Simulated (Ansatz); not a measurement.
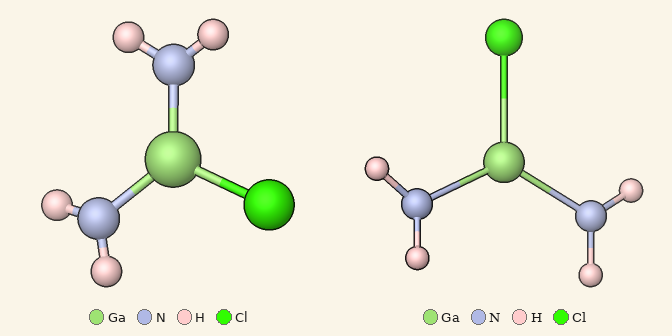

Both panels show the same species.

Computed geometry: PBE0-D4/def2-TZVP optimisation.

Description:

It has 8 atoms: 1 chlorine, 1 gallium, 4 hydrogen and 2 nitrogen (ClGaH₄N₂). Coordination, clear cases only: 1 Ga trigonal planar.

The parts below concern this one geometry. Atoms keep their numbers from picture to picture.

Geometry

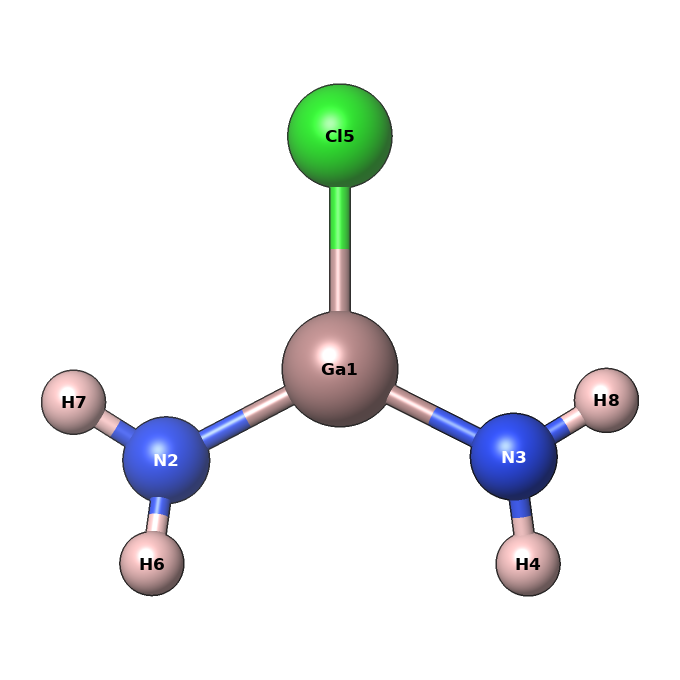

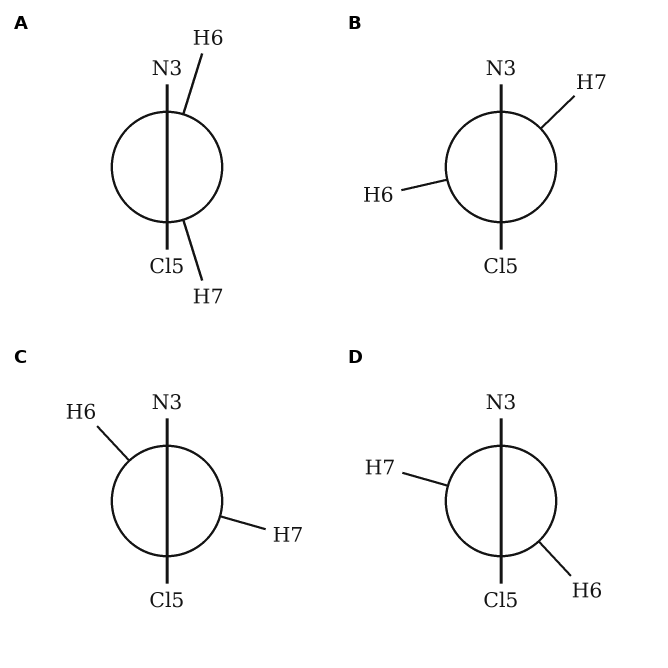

Depth is shown by fading: the farther an atom, the more it takes the colour of the background. Bonds that would overlap in a projection are set slightly apart.

**Which Newman projection shows the view along Ga1–N2, with Ga1 in front?**

A. The torsion angle Cl5–Ga1–N2–H6 is −163°, antiperiplanar (anti).

Thermal motion

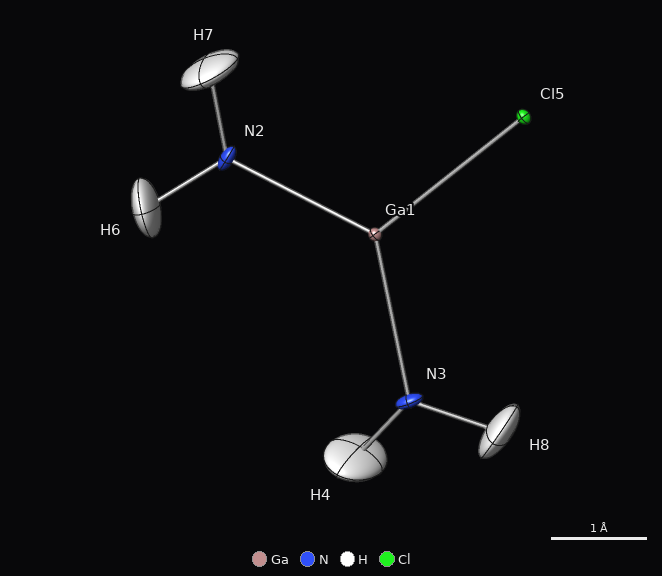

Displacement ellipsoids at the 50 % level, from the internal vibrations of the free molecule (harmonic, no overall translation or rotation; no half-axis is drawn under 0.075 Å). Vibrations computed with RKS PBE0-D4/def2-TZVP (Ansatz 0.2.0). Temperature: 298 K.

Give the displacement parameters, one line for each set of equivalent atoms.

```json
{"atom": "Ga1", "U_eq (Å²)": "0.0011", "rms amplitudes (Å)": "0.027, 0.033, 0.039"}
{"atom": "N2, N3", "U_eq (Å²)": "0.0059", "rms amplitudes (Å)": "0.046, 0.073, 0.101"}
{"atom": "H4, H6", "U_eq (Å²)": "0.0509", "rms amplitudes (Å)": "0.095, 0.208, 0.317"}
{"atom": "Cl5", "U_eq (Å²)": "0.0017", "rms amplitudes (Å)": "0.022, 0.037, 0.056"}
{"atom": "H7, H8", "U_eq (Å²)": "0.0436", "rms amplitudes (Å)": "0.090, 0.217, 0.275"}
```

Vibrations

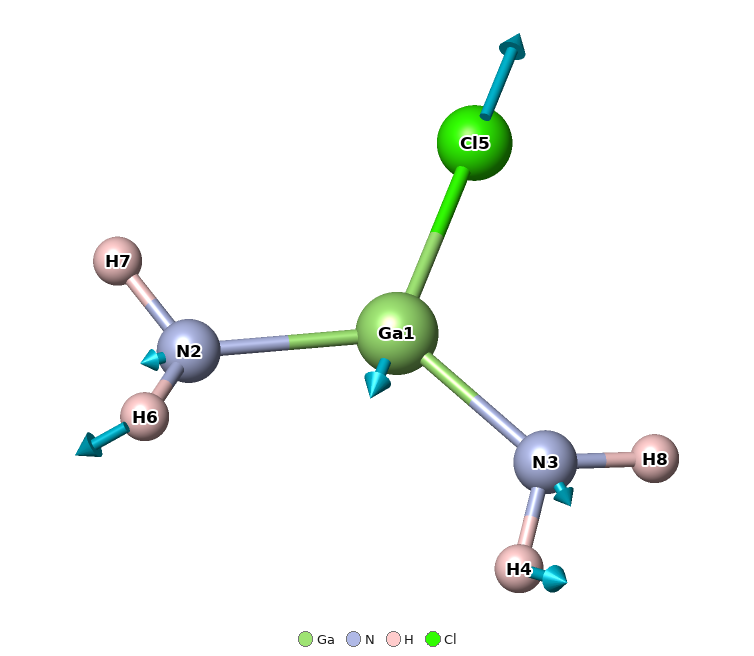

The arrows show one normal mode. Harmonic vibrations computed with RKS PBE0-D4/def2-TZVP (Ansatz 0.2.0) at a stationary point of the same level.

**What kind of motion is it?**

Mostly Ga–Cl stretching.

**At what wavenumber does it lie?**

414 cm⁻¹; it is mode 8 of 18 counted from the lowest.

Dipole moment

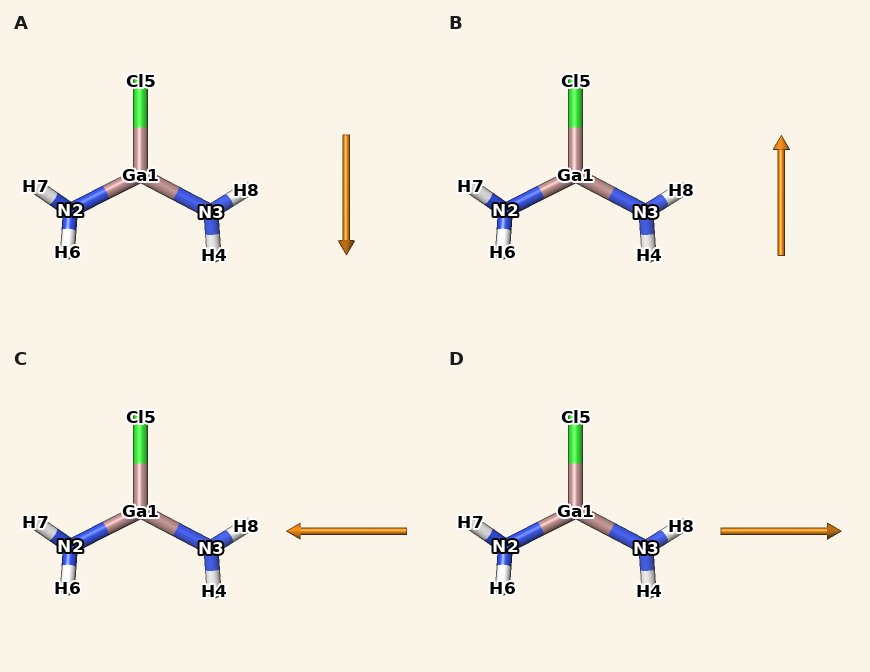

The same molecule four times, each with an arrow. Level of theory: RKS PBE0-D4/def2-TZVP (Ansatz 0.2.0).

**Which arrow points along the dipole moment, from the negative to the positive end?**

A. The dipole moment is 2.69 D; it points from the side of Cl5 to the side of H4, H6 (the outermost atoms at the two ends).
